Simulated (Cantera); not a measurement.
Input: 1 mol SiCl₄, a varied amount of Cl₂, 1.8 mol H₂, equilibrated at 400 °C and 1.00 bar.

These are equilibrium values from Cantera (NASA tables, ideal gas, pure condensed phases), not measurements of a reactor. Candidate condensed phases: Si; 19 gas species. The numbers say what is thermodynamically allowed, not how fast it happens.

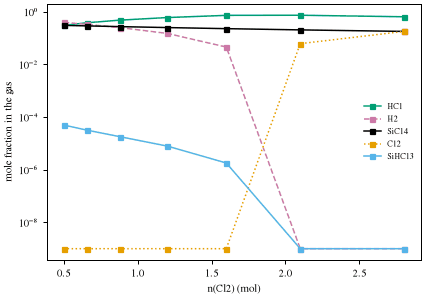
Figure: Equilibrium gas composition (values under 1e-9 drawn at 1e-9)

From 0.5 mol Cl₂ to 2.8 mol Cl₂ nothing is condensed. The main Si-bearing gas is SiCl₄ throughout.
